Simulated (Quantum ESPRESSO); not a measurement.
# InH (Pm-3m): from the cell to the phonon bands, part 2 of 3

How does InH (Pm-3m) vibrate, and is this structure a minimum?

Quantum ESPRESSO 7.5; DFT LDA, scalar-relativistic, plane waves, PseudoDojo norm-conserving pseudopotentials.

So far. Step 2 (A first look): No gap opens on this mesh, so smearing is kept; the start stands at -6.5 GPa. Step 4 (Ground state): The cell stands at -0.0060 GPa, close enough for phonons. The relaxed cell has a = 3.062 Å (conventional setting).

The structure was built from a prototype and need not be the compound's stable phase.

**5. Linear response on the mesh**

Linear response treats each wavevector in the unit cell, with no supercell; the 4×4×4 mesh fixes the range of the force constants to be had.

The input, ph.in:

```
phonons
 &inputph
    prefix='x',
    outdir='./tmp',
    fildyn='x.dyn',
    tr2_ph=1.0d-18,
    alpha_mix(1)=0.4,
    nmix_ph=8,
    ldisp=.true.,
    nq1=4,
    nq2=4,
    nq3=4,
 /
```

Command:

```console
$ OMP_NUM_THREADS=1 mpirun -n 4 ph.x -nk 4 -in ph.in > ph.out
```

Output:

```text
[banners, grids, parts of the stress and lines that vanish by symmetry left out]
[banner, memory and clock lines left out]
Program PHONON v.7.5

[...]
Exchange-correlation= PW
                           (   1   4   0   0   0   0   0)
[...]
(  10 q-points):
[...]
kinetic-energy cut-off    =      74.0000  Ry
     charge density cut-off    =     296.0000  Ry
     convergence threshold     =      1.0E-18
[...]
Exchange-correlation= PW
                           (   1   4   0   0   0   0   0)
[...]
q = (   0.0000000   0.0000000   0.0000000 )
     49 Sym.Ops. (with q -> -q+G )
     G cutoff =  251.0119  (  16831 G-vectors)     FFT grid: ( 32, 32, 32)
     number of k points=    84  Marzari-Vanderbilt smearing, width (Ry)=  0.0200
[...]
Mode symmetry, O_h (m-3m)  point group:
[...]
Representation #   1 modes #   1   2   3
[...]
End of self-consistent calculation
     Convergence has been achieved
     Representation #   2 modes #   4   5   6
[...]
End of self-consistent calculation
     Convergence has been achieved
[...]
q = (    0.000000000   0.000000000   0.000000000 )
[...]
freq (    1) =     -15.639280 [THz] =    -521.670222 [cm-1]
     freq (    2) =     -15.639280 [THz] =    -521.670222 [cm-1]
     freq (    3) =     -15.639280 [THz] =    -521.670222 [cm-1]
     freq (    4) =      -0.043132 [THz] =      -1.438741 [cm-1]
     freq (    5) =      -0.043132 [THz] =      -1.438741 [cm-1]
     freq (    6) =      -0.043132 [THz] =      -1.438741 [cm-1]
[...]
Mode symmetry, O_h (m-3m)  point group:
     freq (   1-   3) =       -521.7  [cm-1]   --> T_1u G_15  G_4- I
     freq (   4-   6) =         -1.4  [cm-1]   --> T_1u G_15  G_4- I
[...]
Mode symmetry, C_4v (4mm)  point group:
[...]
Representation #   1 mode #   1
[...]
End of self-consistent calculation
     Convergence has been achieved
     Representation #   2 mode #   2
[...]
End of self-consistent calculation
     Convergence has been achieved
     Representation #   3 modes #   3   4
[...]
Convergence has been achieved
     Representation #   4 modes #   5   6
[...]
Convergence has been achieved
[...]
q = (    0.000000000   0.000000000   0.250000000 )
[...]
freq (    1) =      -9.655138 [THz] =    -322.060750 [cm-1]
     freq (    2) =      -9.655138 [THz] =    -322.060750 [cm-1]
     freq (    3) =      -1.061691 [THz] =     -35.414201 [cm-1]
     freq (    4) =      -1.061691 [THz] =     -35.414201 [cm-1]
     freq (    5) =       2.864342 [THz] =      95.544169 [cm-1]
     freq (    6) =       4.587515 [THz] =     153.023033 [cm-1]
[...]
Mode symmetry, C_4v (4mm)  point group:
     freq (   1-   2) =       -322.1  [cm-1]   --> E    G_5 D_5
     freq (   3-   4) =        -35.4  [cm-1]   --> E    G_5 D_5
     freq (   5-   5) =         95.5  [cm-1]   --> A_1  G_1 D_1
     freq (   6-   6) =        153.0  [cm-1]   --> A_1  G_1 D_1
[...]
Mode symmetry, D_4h(4/mmm) point group:
[...]
Representation #   1 mode #   1
[...]
Convergence has been achieved
     Representation #   2 modes #   2   3
[...]
Convergence has been achieved
     Representation #   3 mode #   4
[...]
Convergence has been achieved
     Representation #   4 modes #   5   6
[...]
Convergence has been achieved
[...]
q = (    0.000000000   0.000000000  -0.500000000 )
[...]
freq (    1) =      -6.415615 [THz] =    -214.001874 [cm-1]
     freq (    2) =      -5.520865 [THz] =    -184.156239 [cm-1]
[...]
Mode symmetry, D_4h(4/mmm) point group:
     freq (   1-   1) =       -214.0  [cm-1]   --> A_1g X_1  M_1
     freq (   2-   3) =       -184.2  [cm-1]   --> E_g  X_5  M_5
     freq (   4-   5) =        -65.5  [cm-1]   --> E_u  X_5' M_5'
     freq (   6-   6) =        135.4  [cm-1]   --> A_2u X_4' M_4'
[...]
Mode symmetry, C_2v (mm2)  point group:
[...]
Convergence has been achieved
[...]
Convergence has been achieved
[...]
Convergence has been achieved
[...]
Convergence has been achieved
[...]
q = (    0.000000000   0.250000000   0.250000000 )
[...]
Mode symmetry, C_2v (mm2)  point group:
     freq (   1-   1) =       -463.1  [cm-1]   --> B_2  D_4  S_4
     freq (   2-   2) =        -79.7  [cm-1]   --> B_1  D_3  S_3
     freq (   3-   3) =         69.9  [cm-1]   --> A_1  D_1  S_1
     freq (   4-   4) =         79.1  [cm-1]   --> B_2  D_4  S_4
     freq (   5-   5) =         88.9  [cm-1]   --> A_1  D_1  S_1
     freq (   6-   6) =        126.0  [cm-1]   --> B_1  D_3  S_3
[...]
Mode symmetry, C_2v (mm2)  point group:
[...]
q = (    0.000000000   0.250000000  -0.500000000 )
[...]
Mode symmetry, C_2v (mm2)  point group:
     freq (   1-   1) =       -426.4  [cm-1]   --> A_1  D_1  S_1
     freq (   2-   2) =       -161.1  [cm-1]   --> B_2  D_4  S_4
     freq (   3-   3) =        -67.3  [cm-1]   --> B_1  D_3  S_3
     freq (   4-   4) =         72.9  [cm-1]   --> A_1  D_1  S_1
     freq (   5-   5) =        126.0  [cm-1]   --> B_2  D_4  S_4
     freq (   6-   6) =        222.6  [cm-1]   --> A_2  D_2  S_2
[...]
Mode symmetry, D_4h(4/mmm) point group:
[...]
q = (    0.000000000  -0.500000000  -0.500000000 )
[...]
Mode symmetry, D_4h(4/mmm) point group:
     freq (   1-   2) =       -432.1  [cm-1]   --> E_u  X_5' M_5'
     freq (   3-   3) =        -69.5  [cm-1]   --> A_2u X_4' M_4'
     freq (   4-   5) =        116.9  [cm-1]   --> E_u  X_5' M_5'
     freq (   6-   6) =        313.1  [cm-1]   --> B_1u X_2' M_2'
[...]
Mode symmetry, C_3v (3m)   point group:
[...]
q = (    0.250000000   0.250000000   0.250000000 )
[...]
Mode symmetry, C_3v (3m)   point group:
     freq (   1-   2) =       -421.8  [cm-1]   --> E    L_3
     freq (   3-   4) =         70.1  [cm-1]   --> E    L_3
     freq (   5-   5) =         70.6  [cm-1]   --> A_1  L_1
     freq (   6-   6) =        157.6  [cm-1]   --> A_1  L_1
[...]
Mode symmetry, C_2v (mm2)  point group:
[...]
Convergence has been achieved
[...]
Convergence has been achieved
[...]
q = (    0.250000000   0.250000000  -0.500000000 )
[...]
Mode symmetry, C_2v (mm2)  point group:
     freq (   1-   1) =       -415.2  [cm-1]   --> A_1  D_1  S_1
     freq (   2-   2) =       -355.4  [cm-1]   --> A_2  D_2  S_2
     freq (   3-   3) =       -184.7  [cm-1]   --> B_2  D_4  S_4
     freq (   4-   4) =         45.2  [cm-1]   --> B_1  D_3  S_3
     freq (   5-   5) =         68.9  [cm-1]   --> A_1  D_1  S_1
     freq (   6-   6) =        119.3  [cm-1]   --> B_2  D_4  S_4
[...]
Mode symmetry, C_4v (4mm)  point group:
[...]
Representation #   1 mode #   1
[...]
Convergence has been achieved
     Representation #   2 mode #   2
[...]
Convergence has been achieved
     Representation #   3 modes #   3   4
[...]
Convergence has been achieved
     Representation #   4 modes #   5   6
[...]
Convergence has been achieved
[...]
q = (    0.250000000  -0.500000000  -0.500000000 )
[...]
freq (    5) =       3.267905 [THz] =     109.005592 [cm-1]
     freq (    6) =       3.267905 [THz] =     109.005592 [cm-1]
[...]
Mode symmetry, C_4v (4mm)  point group:
     freq (   1-   2) =       -416.4  [cm-1]   --> E    G_5 D_5
     freq (   3-   3) =       -156.2  [cm-1]   --> B_2  G_4 D_2'
     freq (   4-   4) =         33.4  [cm-1]   --> A_1  G_1 D_1
     freq (   5-   6) =        109.0  [cm-1]   --> E    G_5 D_5
[...]
Mode symmetry, O_h (m-3m)  point group:
[...]
Representation #   1 modes #   1   2   3
[...]
End of self-consistent calculation
     Convergence has been achieved
     Representation #   2 modes #   4   5   6
[...]
End of self-consistent calculation
     Convergence has been achieved
[...]
q = (   -0.500000000  -0.500000000  -0.500000000 )
[...]
freq (    1) =      -8.837411 [THz] =    -294.784311 [cm-1]
     freq (    2) =      -8.837411 [THz] =    -294.784311 [cm-1]
     freq (    3) =      -8.837411 [THz] =    -294.784311 [cm-1]
     freq (    4) =       2.952388 [THz] =      98.481077 [cm-1]
     freq (    5) =       2.952388 [THz] =      98.481077 [cm-1]
     freq (    6) =       2.952388 [THz] =      98.481077 [cm-1]
[...]
Mode symmetry, O_h (m-3m)  point group:
     freq (   1-   3) =       -294.8  [cm-1]   --> T_2g G_25' G_5+
     freq (   4-   6) =         98.5  [cm-1]   --> T_1u G_15  G_4-


[key lines of the parts left out:]
the Fermi energy is     9.4006 ev
```

It took 33 min on 4 MPI ranks of Intel Xeon 6975P-C (Granite Rapids), shared host; 2.2 h of CPU time.

This step gave:

```
largest acoustic frequency at the zone centre before the sum rule  : -1.44 cm⁻¹
highest optical zone-centre mode (no LO-TO term)                   : -521.7 cm⁻¹
lowest optical zone-centre mode                                    : -521.7 cm⁻¹
lowest mode on the q mesh (acoustic ones at the zone centre apart) : -521.7 cm⁻¹
```

Frequencies (cm⁻¹) at each irreducible wavevector; negative means imaginary. Frequencies by wavevector:

| q (fractions) | star | mode 1 | mode 2 | mode 3 | mode 4 | mode 5 | mode 6 |
| --- | --- | --- | --- | --- | --- | --- | --- |
| 0 0 0 | 1 | -521.7 | -521.7 | -521.7 | -1.44 | -1.44 | -1.44 |
| 0 0 0.25 | 6 | -322.1 | -322.1 | -35.41 | -35.41 | 95.54 | 153 |
| 0 0 -0.5 | 3 | -214 | -184.2 | -184.2 | -65.46 | -65.46 | 135.4 |
| 0 0.25 0.25 | 12 | -463.1 | -79.73 | 69.87 | 79.11 | 88.94 | 126 |
| 0 0.25 -0.5 | 12 | -426.4 | -161.1 | -67.31 | 72.86 | 126 | 222.6 |
| 0 -0.5 -0.5 | 3 | -432.1 | -432.1 | -69.48 | 117 | 117 | 313.1 |
| 0.25 0.25 0.25 | 8 | -421.8 | -421.8 | 70.09 | 70.09 | 70.56 | 157.6 |
| 0.25 0.25 -0.5 | 12 | -415.2 | -355.4 | -184.7 | 45.24 | 68.89 | 119.3 |
| 0.25 -0.5 -0.5 | 6 | -416.4 | -416.4 | -156.2 | 33.4 | 109 | 109 |
| -0.5 -0.5 -0.5 | 1 | -294.8 | -294.8 | -294.8 | 98.48 | 98.48 | 98.48 |

The acoustic modes at Γ come out as far as 1.4 cm⁻¹ from zero, where they should vanish, a small numerical error. The lowest optical mode is imaginary, 522i cm⁻¹, an instability at this level and on this k mesh.

**6. Fourier transform to real space**

The dynamical matrices of the mesh are Fourier-transformed to force constants in real space.

The input, q2r.in:

```
 &input
    fildyn='x.dyn',
    zasr='simple',
    flfrc='x.fc',
 /
```

Command:

```console
$ q2r.x < q2r.in > q2r.out
```

Output:

```text
[banners, grids, parts of the stress and lines that vanish by symmetry left out]
[banner, memory and clock lines left out]
Program Q2R v.7.5

  reading grid info from file x.dyn0

  reading force constants from file x.dyn1
  Dielectric Tensor not found
  nqs=            1
 q=   0.00000000  0.00000000  0.00000000
  reading force constants from file x.dyn2
  nqs=            6
 q=   0.00000000  0.00000000  0.25000000
[...]
reading force constants from file x.dyn9
  nqs=            6
[...]
q=  -0.50000000 -0.25000000  0.50000000
  reading force constants from file x.dyn10
  nqs=            1
 q=  -0.50000000 -0.50000000 -0.50000000

      q-space grid ok, #points =   64

      fft-check success (sum of imaginary terms < 10^-12)
```

Run time: 0.74 s. Hardware: 1 thread.

**7. Interpolated phonon bands**

From the force constants any wavevector is cheap; points of the mesh come back as solved, but for the sum rule and, in polar crystals, the LO-TO term at Γ; the rest is interpolation.

The input, matdyn.in:

```
 &input
    asr='simple',
    flfrc='x.fc',
    flfrq='x.freq',
    flvec='x.modes',
    q_in_band_form=.true.,
    q_in_cryst_coord=.true.,
 /
8
  0.0000000   0.0000000   0.0000000  12  ! GAMMA
  0.0000000   0.5000000   0.0000000  12  ! X
  0.5000000   0.5000000   0.0000000  12  ! M
  0.0000000   0.0000000   0.0000000  12  ! GAMMA
  0.5000000   0.5000000   0.5000000  12  ! R
  0.0000000   0.5000000   0.0000000   1  ! X
  0.5000000   0.5000000   0.5000000  12  ! R
  0.5000000   0.5000000   0.0000000   1  ! M
```

Command:

```console
$ matdyn.x -in matdyn.in > matdyn.out
```

Output:

```text
[banner, memory and clock lines left out]
Program MATDYN v.7.5

 mass for atomic type   1 not given; uses mass from file x.fc
 mass for atomic type   2 not given; uses mass from file x.fc
     Message from routine matdyn:
     Z* not found in file x.fc, TO-LO splitting at q=0 will be absent!
     Message from routine matdyn:
     Z* not found in file x.fc, TO-LO splitting at q=0 will be absent!

Note: The following floating-point exceptions are signalling: IEEE_UNDERFLOW_FLAG
```

Run time: 0.69 s. Hardware: 1 thread.

This step gave:

```
lowest frequency on the path : -521.7 cm⁻¹
```

Matdyn.x, sum rule simple. Phonon branches along the path, in cm⁻¹:

| point | branch 1 | branch 2 | branch 3 | branch 4 | branch 5 | branch 6 |
| --- | --- | --- | --- | --- | --- | --- |
| Γ | -522 | -522 | -522 | 0 | 0 | 0 |
| X | -214 | -184 | -184 | -65 | -65 | 135 |
| M | -432 | -432 | -70 | 117 | 117 | 313 |
| Γ | -522 | -522 | -522 | 0 | 0 | 0 |
| R | -295 | -295 | -295 | 98 | 98 | 98 |
| X | -214 | -184 | -184 | -65 | -65 | 135 |
| jump to R | -295 | -295 | -295 | 98 | 98 | 98 |
| M | -432 | -432 | -70 | 117 | 117 | 313 |

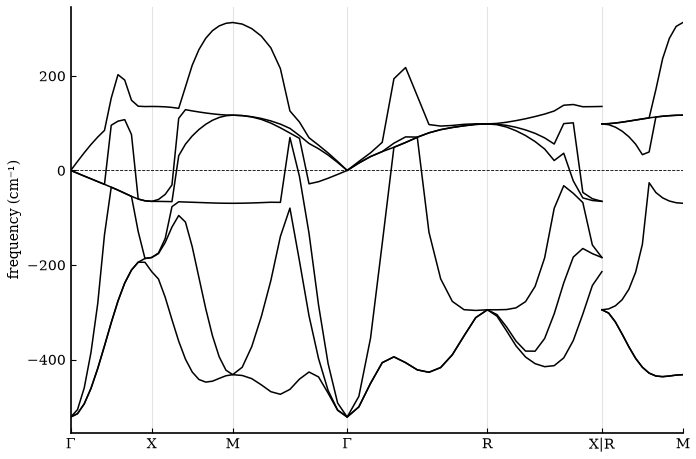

Phonon branches along the path.

Force constants by pair (phonopy on the run's constants); pairs near half the supercell's span include their periodic images. Pair force constants, by row:

| atom | neighbour | distance (Å) | third of the trace (eV/Å²) | along the pair's line (eV/Å²) |
| --- | --- | --- | --- | --- |
| In1 | itself | 0 | 2.009 | – |
| In1 | H | 2.652 | 0.0937 | 0.2055 |
| In1 | In | 3.062 | -0.3889 | -1.862 |
| In1 | In | 4.33 | -0.0406 | -0.2069 |
| In1 | H | 5.077 | -0.0104 | 0.0028 |
| In1 | In | 5.303 | -0.0047 | -0.0405 |
| In1 | In | 6.124 | 0.0217 | 0.0619 |
| In1 | H | 6.673 | 0.0212 | 0.0432 |
| In1 | In | 6.846 | -0.0062 | -0.036 |
| H2 | itself | 0 | -0.3162 | – |
| H2 | In | 2.652 | 0.0937 | 0.2055 |
| H2 | H | 3.062 | 0.0178 | 0.1281 |
| H2 | H | 4.33 | -0.0223 | -0.107 |
| H2 | In | 5.077 | -0.0104 | 0.0028 |
| H2 | H | 5.303 | -0.0199 | -0.049 |
| H2 | H | 6.124 | 0.015 | -0.0313 |
| H2 | In | 6.673 | 0.0212 | 0.0432 |
| H2 | H | 6.846 | -0.0181 | -0.0354 |

Mode patterns, pair constants, displacements and means over the zone were worked out by phonopy from the force constants of q2r.x.

The path dips to 522i cm⁻¹.

**8. Density of states**

Sums over the zone need many more wavevectors than were solved, so the interpolation is sampled on a dense mesh.

The input, matdyn.in:

```
 &input
    asr='simple',
    flfrc='x.fc',
    dos=.true.,
    fldos='x.dos',
    nk1=15,
    nk2=15,
    nk3=15,
    deltaE=1.0,
 /
```

Command:

```console
$ matdyn.x -in matdyn.in > matdyn.out
```

Output:

```text
[banner, memory and clock lines left out]
Program MATDYN v.7.5

 mass for atomic type   1 not given; uses mass from file x.fc
 mass for atomic type   2 not given; uses mass from file x.fc
     Message from routine matdyn:
     Z* not found in file x.fc, TO-LO splitting at q=0 will be absent!

Note: The following floating-point exceptions are signalling: IEEE_UNDERFLOW_FLAG
```

Run time: 6.6 s. Hardware: 1 thread.

Numbers from this step:

```yaml
share_of_modes_beyond_3i_cm_minus1_on_the_dense_interpolated_mesh: 0.513
```

The phonon density of states has structure finer than the step of the table below, so its rows give means over 50 cm⁻¹, whole bins alone (the curve runs from -522 to 308 cm⁻¹). Peaks (cm⁻¹: height): total -441.7: 0.0199, -66.7: 0.0211, 108.3: 0.0386, 133.3: 0.0120; H -441.7: 0.0198, 178.3: 0.0066; In -66.7: 0.0196, 108.3: 0.037, 133.3: 0.00914.

Tetrahedra. The phonon density of states by wavenumber; means over each step; values in 1/cm⁻¹/cell:

| wavenumber (cm⁻¹) | total | H | In |
| --- | --- | --- | --- |
| -450 | 0.0105 | 0.0104 | 6.6e-5 |
| -400 | 0.0111 | 0.0110 | 6.6e-5 |
| -350 | 0.00628 | 0.00623 | 5.0e-5 |
| -300 | 0.00469 | 0.00464 | 5.0e-5 |
| -250 | 0.00439 | 0.00432 | 6.4e-5 |
| -200 | 0.00366 | 0.00355 | 1.2e-4 |
| -150 | 0.00309 | 0.00281 | 2.8e-4 |
| -100 | 0.00233 | 0.00166 | 6.7e-4 |
| -50 | 0.0126 | 0.00130 | 0.0113 |
| 0 | 0.00675 | 5.2e-4 | 0.00622 |
| 50 | 0.0130 | 6.2e-4 | 0.0124 |
| 100 | 0.0271 | 0.00132 | 0.0258 |
| 150 | 0.00727 | 0.00440 | 0.00287 |
| 200 | 0.00493 | 0.00482 | 1.2e-4 |
| 250 | 0.00160 | 0.00160 | 2.2e-6 |

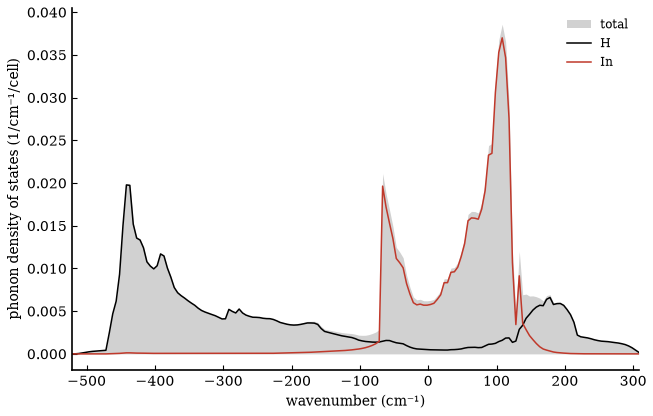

Phonon density of states against wavenumber.

**9. Modes with the sum rule**

A rigid shift of the crystal must cost nothing, but grids and finite bases break this; the acoustic sum rule is imposed before the matrix is diagonalised again.

The input, dynmat.in:

```
 &input
    fildyn='x.dyn1',
    asr='simple',
    fileig='dynmat.eig',
 /
```

Command:

```console
$ dynmat.x -in dynmat.in > dynmat.out
```

Output:

```text
[banner, memory and clock lines left out]
Program DYNMAT v.7.5

     Reading Dynamical Matrix from file x.dyn1
     ...Force constants read
     ...epsilon and Z* not read (not found on file)
     A direction for q was not specified:TO-LO splitting will be absent

     Polarizability (A^3 units)
     multiply by 1.000000 for Clausius-Mossotti correction
         0.000000    0.000000    0.000000
         0.000000    0.000000    0.000000
         0.000000    0.000000    0.000000

     IR activities are in (D/A)^2/amu units

# mode   [cm-1]    [THz]      IR
    1   -521.69  -15.6399    0.0000
    2   -521.69  -15.6399    0.0000
    3   -521.69  -15.6399    0.0000
    4     -0.00   -0.0000    0.0000
    5     -0.00   -0.0000    0.0000
    6      0.00    0.0000    0.0000
```

Elapsed: 0.71 s, on 1 thread.

[end of part 2 of 3]

[Host names and launcher messages were left out of these logs when they were recorded.]

[Logs are printed without paths, hosts, clocks, repeated set-up lines and the standing remarks that a program may print on its own settings, such as how far it seeks lower states.]

[Hosts, paths, dates, database ids (printed as entryN), source tags and the programs' standing remarks are cut or masked in the printed files.]
